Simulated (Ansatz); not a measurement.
C2H8AlN

Input

```
crystal:
  periodic: [false, false, false]
  atoms:
    - { symbol: Al, position_ang: [-0.662397, -0.49737, -0.673135] }
    - { symbol: H, position_ang: [-1.074713, -0.066212, -2.093982] }
    - { symbol: "N", position_ang: [0.380756, 0.909474, -0.476734] }
    - { symbol: C, position_ang: [1.296178, 1.670497, 0.319942] }
    - { symbol: H, position_ang: [0.17294, 1.269885, -1.410938] }
    - { symbol: C, position_ang: [-1.120042, -2.00118, 0.483574] }
    - { symbol: H, position_ang: [0.965295, 2.715221, 0.474347] }
    - { symbol: H, position_ang: [1.39566, 1.217661, 1.319685] }
    - { symbol: H, position_ang: [2.313222, 1.714958, -0.11408] }
    - { symbol: H, position_ang: [-1.937454, -1.735524, 1.1754] }
    - { symbol: H, position_ang: [-0.266115, -2.328265, 1.100432] }
    - { symbol: H, position_ang: [-1.46333, -2.869245, -0.10461] }
basis:
  gaussian: { orbitals: def2-SVP }
hamiltonian:
  xc: pbe0
relax:
  f_tol: 0.03
  max_steps: 50
output:
  orbitals: {}
```

Command:

```sh
ansatz run input.yaml --threads 2 --pin off --max-ram 3072MiB --backend cpu --events-out ev --progress --plain --runs-dir out
```

The fields are those of the relaxed geometry.

Computed with RKS PBE0/def2-SVP (Ansatz 0.2.0).

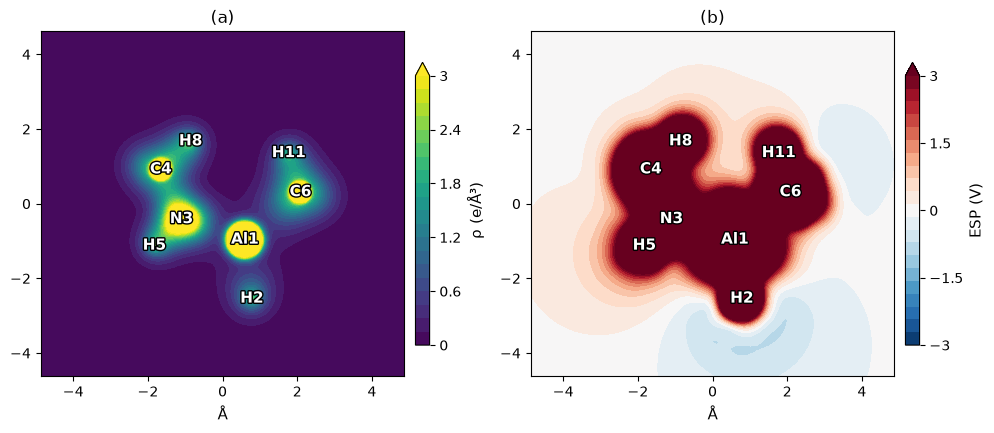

Figure 1. (a) total electron density; (b) molecular electrostatic potential on the plane of atoms Al1, N3 and C4.

**What does the map show?**

- Atoms in the plane: Al, H, N and C.
- C–N (1.44 Å): ρ is about 1.9 e/Å³ halfway.
- Al–N (1.78 Å): the density is about 0.81 e/Å³ at the midpoint.
- C–Al (1.96 Å): ρ is about 0.71 e/Å³ halfway.
- N–H (1.02 Å): ρ at the midpoint is about 2.7 e/Å³.
- C–H (1.10 Å): the density is about 1.9 e/Å³ at the midpoint.
- Outside the dense part of the molecule the potential is most negative (−0.7 V) near H2.

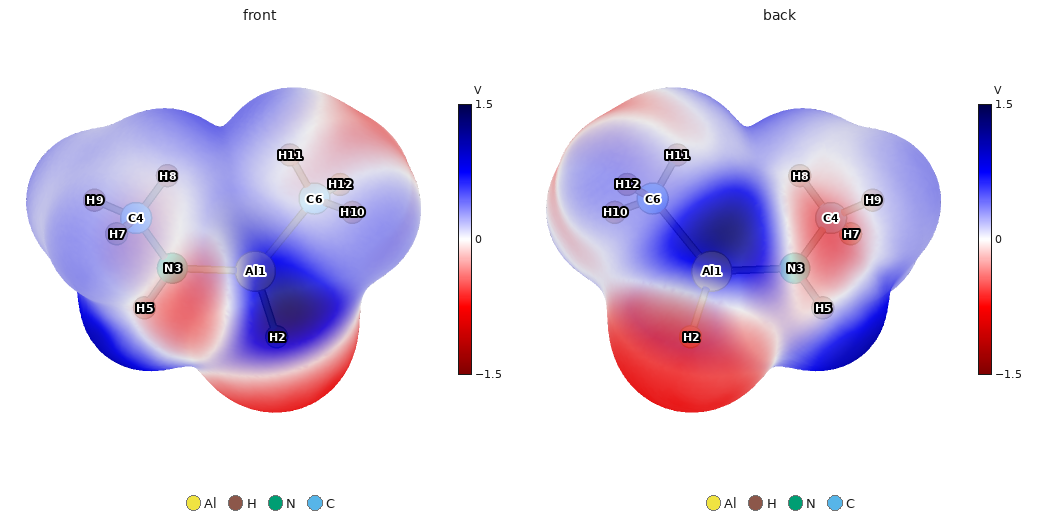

Figure 2. The molecular electrostatic potential painted on the density surface at 0.001 e/bohr³, seen from the front and from behind; the colour scale runs from red (negative) to blue (positive).

**Which sites attract a positive test charge, and which a negative one?**

A positive charge is drawn to the negative regions and a negative charge to the positive ones. The most negative region (about −0.7 V) lies over H2, the most positive (about +1.3 V) over Al1.

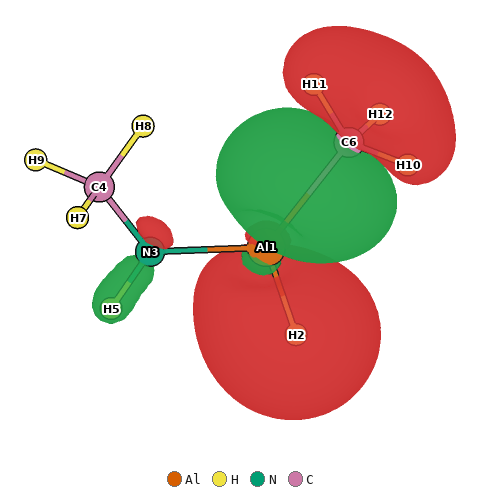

Figure 3. The HOMO−1 at ±0.08 Å⁻³ᐟ² (green and red are the two phases), seen at a tilt.

**What is the character of this orbital?**

Its weight (Hirshfeld) is mainly on C6 (about 35 %), Al1 (about 25 %) and H2 (about 25 %). Its energy is −7.85 eV.
